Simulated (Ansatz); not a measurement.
**AlF3H3P (SMILES [F][Al-]([F])([F])[PH3+]): density, localisation and related maps**

Input

```
crystal:
  periodic: [false, false, false]
  atoms:
    - {symbol: Al, position_ang: [-1.193448, -0.527023, 0.115736]}
    - {symbol: F, position_ang: [-1.403845, 0.836702, -0.812993]}
    - {symbol: F, position_ang: [-1.267236, -2.001399, -0.650645]}
    - {symbol: F, position_ang: [-1.678264, -0.459453, 1.705374]}
    - {symbol: P, position_ang: [1.270763, -0.389113, 0.455138]}
    - {symbol: H, position_ang: [1.886238, -1.403036, 1.226215]}
    - {symbol: H, position_ang: [2.095508, -0.415518, -0.693993]}
    - {symbol: H, position_ang: [1.782459, 0.760295, 1.102007]}
basis:
  gaussian: {orbitals: def2-TZVPD}
hamiltonian: {xc: pbe0}
output: {forces: true, orbitals: {seedname: orbitals}}
```

Run with:

```sh
ansatz run input.yaml --threads 2 --pin off --max-ram 5220MiB --events-out events.jsonl --progress --plain --runs-dir runs
```

Geometry: PBE0-D4/def2-SVP.

Theory: isolated molecule in a Gaussian basis; Kohn-Sham density functional theory, functional PBE0 (Ansatz 0.2.0).

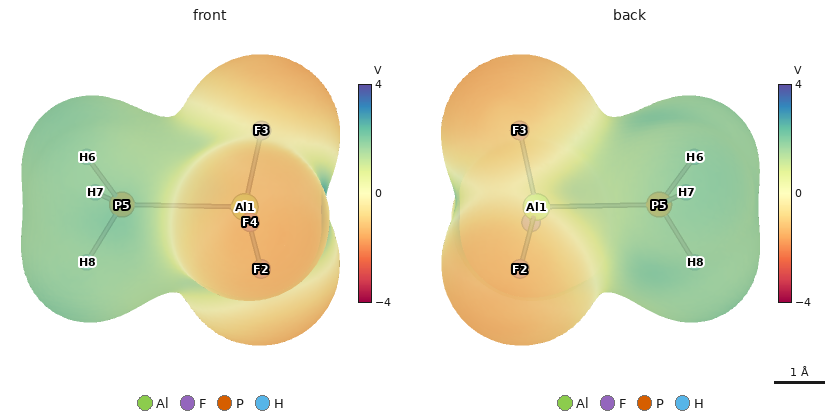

Figure 1. The electrostatic potential painted on the density surface at 0.002 e/bohr³, seen from the front and from behind; the colour scale runs from red (negative) to blue (positive).

Which sites attract a positive test charge, and which a negative one?

A positive charge is drawn to the negative regions and a negative charge to the positive ones. The most negative region (about −1.5 V) lies over F2, F3 and F4, the most positive (about +3.0 V) over Al1.

How polar is the molecule by this calculation?

Its dipole moment is 5.71 D.

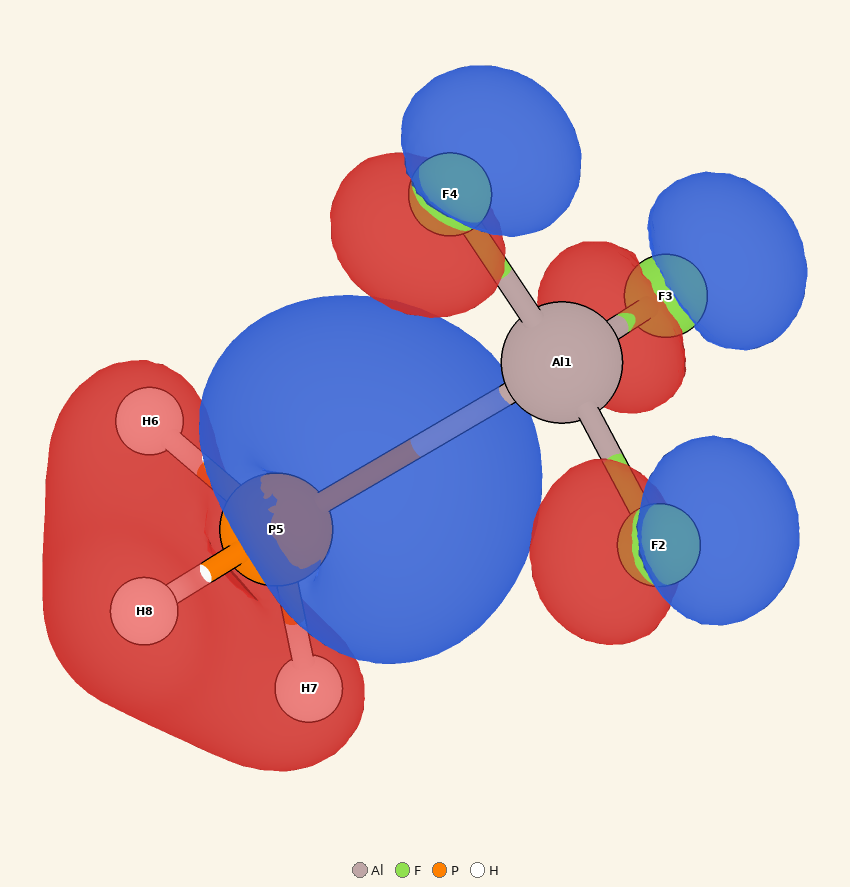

Figure 2. The HOMO at ±0.1 Å⁻³ᐟ² (red and blue are the two phases), seen at an oblique angle.

Describe this orbital and give its energy.

Its weight (Hirshfeld) is mainly on P5 (about 45 %), F2 (about 10 %), F4 (about 10 %), F3 (about 10 %) and Al1 (about 10 %); largely a combination of lone pairs on P5, F2, F4 and F3. Its energy is −9.91 eV.
